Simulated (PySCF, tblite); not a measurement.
# C6H11NSi2: infrared bands, NMR shifts and electronic excitations in gas and solvents, part 2 of 2

tblite 0.8.0 and PySCF 2.14.0. Atoms count from 0. Earlier steps stand in the parts before.

### 6 Ultraviolet spectrum: B3LYP/def2-SVPD

The job: settings as JSON, then the geometry in Å.

```
{"job": {"kind": "uv", "xc": "B3LYP", "basis": "def2-SVPD", "ip": true}, "charge": 0, "multiplicity": 1}
N      1.836999    -1.659864     3.330749
C      1.823819    -1.475040     2.184908
C      1.797595    -1.264719     0.776780
C      2.015842    -0.057593     0.220070
C      1.946195     0.229701    -1.228720
Si     0.248523     0.958812    -1.724644
C     -1.080705    -0.335872    -1.458817
C     -1.732158    -0.640650    -0.319984
Si    -1.581583     0.152884     1.377127
H      1.587139    -2.141991     0.156185
H      2.212176     0.788957     0.888159
H      2.089086    -0.681716    -1.831473
H      2.714044     0.961950    -1.527841
H      0.312610     1.287995    -3.181008
H      0.006191     2.211861    -0.951712
H     -1.323338    -0.934926    -2.350073
H     -2.460041    -1.465593    -0.370266
H     -1.218266    -0.887424     2.383242
H     -0.554646     1.234575     1.381553
H     -2.906634     0.733421     1.758018
```

Level: TDDFT B3LYP/def2-SVPD, vertical, gas phase, core orbitals frozen in the response.

The program printed:

```text
coarse grid: 17648 points
cycle   1  E = -868.3948540374  dE =  6.320e-01  |g| = 5.372e-01  |ddm| = 6.931e+00
cycle   2  E = -868.2234125288  dE =  1.714e-01  |g| = 1.012e+00  |ddm| = 2.171e+00
cycle   3  E = -868.4582983450  dE = -2.349e-01  |g| = 2.405e-01  |ddm| = 1.415e+00
cycle   4  E = -868.4714379662  dE = -1.314e-02  |g| = 5.206e-02  |ddm| = 3.481e-01
cycle   5  E = -868.4721341723  dE = -6.962e-04  |g| = 1.421e-02  |ddm| = 1.163e-01
cycle   6  E = -868.4721964026  dE = -6.223e-05  |g| = 3.580e-03  |ddm| = 3.689e-02
cycle   7  E = -868.4721993091  dE = -2.906e-06  |g| = 1.669e-03  |ddm| = 7.382e-03
final grid: 161184 points
cycle   8  E = -868.6006014220  dE = -5.544e-05  |g| = 4.629e-03  |ddm| = 1.728e-01
cycle   9  E = -868.6005949634  dE =  6.459e-06  |g| = 6.782e-03  |ddm| = 2.045e-02
cycle  10  E = -868.6006072658  dE = -1.230e-05  |g| = 1.185e-03  |ddm| = 1.073e-02
cycle  11  E = -868.6006076107  dE = -3.449e-07  |g| = 3.602e-04  |ddm| = 2.111e-03
cycle  12  E = -868.6006076348  dE = -2.411e-08  |g| = 1.907e-04  |ddm| = 6.810e-04
cycle  13  E = -868.6006076418  dE = -6.974e-09  |g| = 8.223e-05  |ddm| = 3.065e-04
cycle  14  E = -868.6006076435  dE = -1.749e-09  |g| = 1.351e-05  |ddm| = 1.487e-04
cycle  15  E = -868.6006076436  dE = -4.093e-11  |g| = 6.332e-06  |ddm| = 2.820e-05
converged SCF energy = -868.6006076436

Static polarisability (au): isotropic 133.125, principal 106.967 122.077 170.331

Singlet excitations
state   eV       nm        f      main configurations
  1   5.1330    241.5   0.08146   H->L+1 0.55, H->L 0.42
  2   5.4035    229.5   0.13531   H-1->L 0.38, H->L 0.32, H->L+1 0.27
  3   5.6528    219.3   0.06035   H-2->L 0.33, H-2->L+1 0.29, H-1->L 0.20
  4   5.6837    218.1   0.06271   H-1->L 0.29, H-2->L+1 0.27, H-1->L+1 0.16
  5   6.0844    203.8   0.02478   H-2->L 0.54, H-2->L+1 0.38
  6   6.1675    201.0   0.00211   H-3->L 0.81, H-3->L+1 0.08
  7   6.2717    197.7   0.31735   H-1->L+1 0.73, H-1->L 0.09
  8   6.4658    191.8   0.01386   H->L+4 0.39, H->L+2 0.25, H->L+3 0.11
  9   6.7914    182.6   0.00219   H->L+2 0.45, H->L+3 0.26, H-4->L 0.15
 10   6.8180    181.8   0.01393   H-4->L 0.72, H->L+2 0.10, H-4->L+1 0.08

Triplet excitations (Tamm-Dancoff, eV): 3.5327 3.9745 4.9496 5.2682
Vertical ionisation energy (delta-SCF) = 9.2119 eV
Vertical electron affinity (delta-SCF) = 0.0801 eV
```

It took 6.3 min on 1 thread of Arm Neoverse V2, shared host; peak memory 1.1 GiB.

Frontier orbitals and where they lie:

```
orbital     eV                       atoms
 HOMO−3  -9.22    N0 48 %, C1 38 %, C2 7 %
 HOMO−2  -8.47  C7 22 %, C6 21 %, Si8 13 %
 HOMO−1  -7.98   C6 34 %, C7 32 %, Si8 7 %
   HOMO  -7.39   C2 23 %, C3 19 %, N0 17 %
   LUMO  -1.73   C3 25 %, C2 18 %, N0 12 %
 LUMO+1  -1.46   C6 25 %, C7 25 %, Si5 8 %
 LUMO+2   0.09  C7 12 %, C6 12 %, Si8 11 %
```

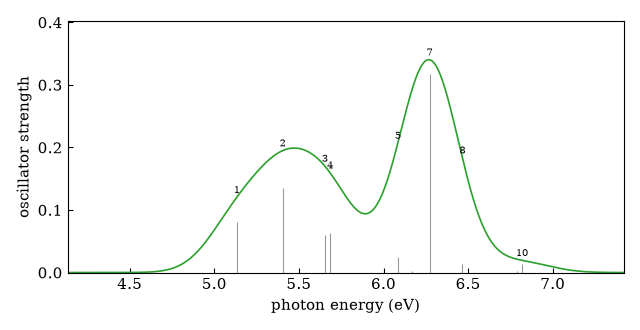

Absorption spectrum from the 10 singlet states computed; above the last one it falls off for lack of states. Lines are broadened to a width of 0.40 eV (Gaussian).

Further results of this job:

```
           property  computed
  dipole moment (D)      4.82
polarisability (Å³)     19.73
 HOMO–LUMO gap (eV)      5.66
      −ε(HOMO) (eV)      7.39
```

### 7 Nuclear shieldings: PBE0/pcSseg-1 in acetone

Settings changed since step 6:

```diff
@@ -1,2 +1,2 @@
-{"job": {"kind": "uv", "xc": "B3LYP", "basis": "def2-SVPD", "ip": true}, "charge": 0, "multiplicity": 1}
+{"job": {"kind": "nmr", "xc": "PBE0", "basis": "pcSseg-1", "solvent": "acetone", "pop": true}, "charge": 0, "multiplicity": 1}
 N      1.836999    -1.659864     3.330749
```

Method: GIAO PBE0/pcSseg-1 NMR shielding, non-relativistic, IEF-PCM acetone.

The program printed:

```text
coarse grid: 17648 points
cycle   1  E = -868.1818490188  dE =  7.048e-01  |g| = 4.743e-01  |ddm| = 4.109e+00
cycle   2  E = -868.1065425031  dE =  7.531e-02  |g| = 7.610e-01  |ddm| = 1.040e+00
cycle   3  E = -868.2319950125  dE = -1.255e-01  |g| = 1.590e-01  |ddm| = 6.480e-01
cycle   4  E = -868.2374794569  dE = -5.484e-03  |g| = 3.846e-02  |ddm| = 1.358e-01
cycle   5  E = -868.2378366657  dE = -3.572e-04  |g| = 7.963e-03  |ddm| = 3.983e-02
cycle   6  E = -868.2378532177  dE = -1.655e-05  |g| = 1.536e-03  |ddm| = 9.758e-03
cycle   7  E = -868.2378537483  dE = -5.306e-07  |g| = 7.176e-04  |ddm| = 1.968e-03
final grid: 161184 points
cycle   8  E = -868.2899529656  dE = -3.359e-05  |g| = 6.224e-03  |ddm| = 3.349e-02
cycle   9  E = -868.2899513651  dE =  1.601e-06  |g| = 6.713e-03  |ddm| = 1.190e-02
cycle  10  E = -868.2899633094  dE = -1.194e-05  |g| = 5.635e-04  |ddm| = 6.101e-03
cycle  11  E = -868.2899633724  dE = -6.295e-08  |g| = 2.498e-04  |ddm| = 6.604e-04
cycle  12  E = -868.2899633850  dE = -1.264e-08  |g| = 1.117e-04  |ddm| = 2.302e-04
cycle  13  E = -868.2899633875  dE = -2.490e-09  |g| = 3.618e-05  |ddm| = 1.024e-04
cycle  14  E = -868.2899633878  dE = -2.588e-10  |g| = 1.192e-05  |ddm| = 3.347e-05
converged SCF energy = -868.2899633878

GIAO shielding tensors (ppm)
atom      isotropic    diamagn.    paramagn.     s11        s22        s33       span
  0 N      -29.250     342.564    -371.814   -181.332   -141.274    234.857    416.189
  1 C       56.393     259.604    -203.212    -60.727    -57.948    287.853    348.581
  2 C       82.097     257.712    -175.615    -15.483    109.618    152.157    167.640
  3 C       13.951     257.542    -243.591   -116.773     -1.821    160.447    277.220
  4 C      160.149     254.450     -94.301    139.627    162.291    178.528     38.901
  5 Si     406.327     881.511    -475.184    378.299    410.231    430.452     52.153
  6 C       32.438     261.136    -228.697    -84.296      8.179    173.432    257.728
  7 C       26.312     261.194    -234.882    -92.354     -2.226    173.517    265.871
  8 Si     429.312     882.451    -453.139    413.031    418.075    456.831     43.800
  9 H       26.028      31.245      -5.218     23.737     25.026     29.319      5.582
 10 H       24.028      32.459      -8.431     20.486     24.464     27.134      6.648
 11 H       29.138      30.538      -1.399     25.329     27.688     34.399      9.070
 12 H       28.909      28.385       0.523     24.565     26.712     35.449     10.884
 13 H       26.933      29.071      -2.138     23.769     24.685     32.344      8.575
 14 H       26.715      30.469      -3.755     23.876     25.536     30.732      6.856
 15 H       24.143      30.558      -6.415     22.278     23.958     26.194      3.916
 16 H       23.884      30.477      -6.593     22.044     23.527     26.082      4.038
 17 H       27.089      32.420      -5.330     23.773     26.538     30.958      7.185
 18 H       27.030      32.777      -5.747     24.430     27.354     29.305      4.875
 19 H       27.179      29.603      -2.424     24.149     24.823     32.565      8.417
```

Wall time 38 s (1 thread of Arm Neoverse V2, shared host); peak memory 1.2 GiB.

In short: δ C3 171.5, C7 159.1, C6 153.0, C1 129.0, H16 7.36, H10 7.21 ppm.

### 8 Nuclear shieldings: PBE0/pcSseg-1 in dimethylsulfoxide

Settings changed since step 7:

```diff
@@ -1,2 +1,2 @@
-{"job": {"kind": "nmr", "xc": "PBE0", "basis": "pcSseg-1", "solvent": "acetone", "pop": true}, "charge": 0, "multiplicity": 1}
+{"job": {"kind": "nmr", "xc": "PBE0", "basis": "pcSseg-1", "solvent": "dimethylsulfoxide", "pop": false}, "charge": 0, "multiplicity": 1}
 N      1.836999    -1.659864     3.330749
```

Method: GIAO PBE0/pcSseg-1 NMR shielding, non-relativistic, IEF-PCM dimethylsulfoxide.

The program printed:

```text
coarse grid: 17648 points
cycle   1  E = -868.1826773229  dE =  7.040e-01  |g| = 4.735e-01  |ddm| = 4.109e+00
cycle   2  E = -868.1089802469  dE =  7.370e-02  |g| = 7.557e-01  |ddm| = 1.036e+00
cycle   3  E = -868.2326424102  dE = -1.237e-01  |g| = 1.579e-01  |ddm| = 6.426e-01
cycle   4  E = -868.2380480257  dE = -5.406e-03  |g| = 3.818e-02  |ddm| = 1.346e-01
cycle   5  E = -868.2384001127  dE = -3.521e-04  |g| = 7.894e-03  |ddm| = 3.929e-02
cycle   6  E = -868.2384163217  dE = -1.621e-05  |g| = 1.540e-03  |ddm| = 9.686e-03
cycle   7  E = -868.2384168522  dE = -5.306e-07  |g| = 7.302e-04  |ddm| = 1.972e-03
final grid: 161184 points
cycle   8  E = -868.2905143039  dE = -3.360e-05  |g| = 6.221e-03  |ddm| = 3.347e-02
cycle   9  E = -868.2905127401  dE =  1.564e-06  |g| = 6.704e-03  |ddm| = 1.188e-02
cycle  10  E = -868.2905246389  dE = -1.190e-05  |g| = 5.691e-04  |ddm| = 6.067e-03
cycle  11  E = -868.2905247018  dE = -6.294e-08  |g| = 2.615e-04  |ddm| = 6.549e-04
cycle  12  E = -868.2905247157  dE = -1.389e-08  |g| = 1.122e-04  |ddm| = 2.371e-04
cycle  13  E = -868.2905247182  dE = -2.511e-09  |g| = 3.617e-05  |ddm| = 1.041e-04
cycle  14  E = -868.2905247184  dE = -2.585e-10  |g| = 1.173e-05  |ddm| = 3.348e-05
converged SCF energy = -868.2905247184

GIAO shielding tensors (ppm)
atom      isotropic    diamagn.    paramagn.     s11        s22        s33       span
  0 N      -28.078     342.686    -370.764   -179.881   -139.373    235.020    414.901
  1 C       56.144     259.605    -203.461    -61.061    -58.163    287.656    348.717
  2 C       82.306     257.725    -175.420    -15.080    109.828    152.170    167.250
  3 C       13.506     257.523    -244.017   -117.337     -2.695    160.551    277.888
  4 C      160.090     254.452     -94.361    139.435    162.372    178.464     39.029
  5 Si     406.280     881.506    -475.226    378.271    410.161    430.408     52.137
  6 C       32.225     261.138    -228.913    -84.560      7.737    173.497    258.057
  7 C       26.484     261.205    -234.722    -92.066     -2.020    173.538    265.604
  8 Si     429.353     882.458    -453.105    413.051    418.146    456.864     43.813
  9 H       26.010      31.225      -5.214     23.715     25.022     29.295      5.579
 10 H       24.003      32.441      -8.438     20.447     24.441     27.120      6.672
 11 H       29.116      30.512      -1.396     25.304     27.663     34.381      9.077
 12 H       28.891      28.359       0.532     24.546     26.691     35.437     10.891
 13 H       26.932      29.069      -2.136     23.770     24.684     32.342      8.572
 14 H       26.718      30.476      -3.758     23.880     25.542     30.731      6.852
 15 H       24.126      30.546      -6.419     22.260     23.938     26.181      3.921
 16 H       23.883      30.472      -6.589     22.051     23.521     26.076      4.024
 17 H       27.106      32.452      -5.346     23.791     26.559     30.969      7.178
 18 H       27.024      32.775      -5.751     24.428     27.344     29.301      4.873
 19 H       27.182      29.614      -2.432     24.152     24.827     32.568      8.416
```

Run time: 36 s. Hardware: 1 thread of Arm Neoverse V2, shared host; peak memory 1.2 GiB.

This run: δ C3 172.0, C7 159.0, C6 153.3, C1 129.3, H16 7.36, H10 7.24 ppm.

### 9 Comparing the runs: NMR shifts

Shifts (ppm) of some atoms, chosen among heavy atoms and hydrogens apart, means over like atoms, with basis size and wall time:

```
                               run     C3     C6     C1     C2   H10   H11     N0  functions  time
                     PBE0/pcSseg-1  161.5  148.7  123.2  106.7  6.72  1.87  320.7        222  38 s
          PBE0/pcSseg-1 in acetone  171.5  153.0  129.0  103.3  7.21  2.22  297.7        222  38 s
PBE0/pcSseg-1 in dimethylsulfoxide  172.0  153.3  129.3  103.2  7.24  2.24  296.6        222  36 s
```

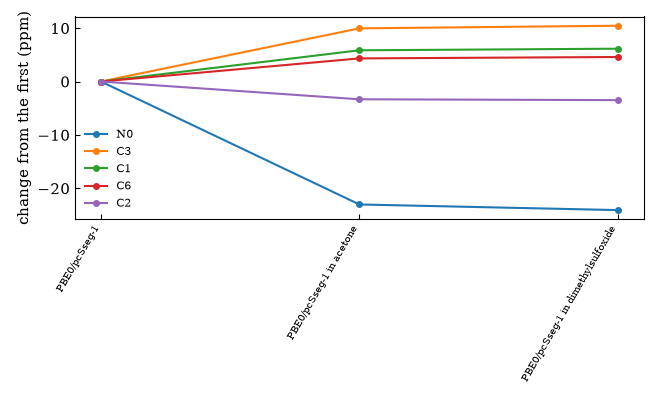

How five of the tabulated atoms move from run to run.

The continuum's effect on the ground state:

```
          solvent      ε  polarisation energy (Eh)  μ (D)
          acetone  20.49                   -0.0144   6.51
dimethylsulfoxide  46.83                   -0.0153   6.60
```

### 10 Results

This closing draws on all 2 parts.

| quantity | value |
| --- | --- |
| strongest single infrared mode (GFN2-xTB) | 2219 cm⁻¹, 413 km/mol |
| zero-point energy (GFN2-xTB) | 87.6 kcal/mol |
| point group | C1 |
| rotational constants (main isotopes) | 1.30, 0.86, 0.58 GHz |
| ¹³C shifts against TMS (PBE0/pcSseg-1) | 161.5, 160.4, 148.7, 123.2, 106.7, 23.2 ppm |
| ¹H shifts against TMS (PBE0/pcSseg-1, means over atoms taken as alike) | 7.31, 6.83, 6.72, 4.93, 4.46, 4.25, 1.87 ppm |
| ¹⁵N shifts against NH3 (PBE0/pcSseg-1) | 320.7 ppm |
| ²⁹Si shifts against TMS (PBE0/pcSseg-1) | -55.3, -76.6 ppm |
| lowest singlet (B3LYP/def2-SVPD) | 5.13 eV (242 nm), f = 0.081 |
| brightest single state of those computed | state 7, 6.27 eV, f = 0.317 |
| lowest triplet | 3.53 eV |
| vertical ionisation energy (ΔSCF) | 9.21 eV |
| vertical electron affinity (ΔSCF) | 0.08 eV |
| range of the shift of N0 | 296.6 to 320.7 ppm |

The optimisation took 86 steps and gained 0.226 eV; among the close pairs (by a distance rule), C7–Si8 changed most, from 1.833 to 1.887 Å (GFN2-xTB). All 54 modes are real, so the xTB geometry is a minimum. The strongest single mode, at 2219 cm⁻¹, moves mainly H13. Unscaled tight-binding wavenumbers are off by several per cent, some by more. Its intensities can rank the bands wrongly. Relaxing lowered the energy by 0.231 eV in 24 steps; the close pair that moved most is Si5–H14, from 1.453 to 1.492 Å (PBE0/def2-SVP). No frequency check was run at this level, so the end point may be a saddle. At PBE0/pcSseg-1: The largest span, 442 ppm, is at N0, where the paramagnetic term is -395 ppm. The lowest singlet, at 5.13 eV, is HOMO→LUMO+1 0.55, HOMO→LUMO 0.42 and is bright; of the 10 states computed, the strongest absorption comes from state 7 at 6.27 eV. The lowest triplet lies 1.60 eV below the lowest singlet (triplets in Tamm-Dancoff, singlets in full TDDFT). The orbital energy would give 7.39 eV for ionisation, ΔSCF gives 9.21 eV. In ppm, N0 moves most: its shift spreads over 24.1 ppm, from 296.6 (PBE0/pcSseg-1 in dimethylsulfoxide) to 320.7 (PBE0/pcSseg-1). The continuum holds electrostatics alone: no hydrogen bonds to the solvent, and the gas-phase geometry is kept.
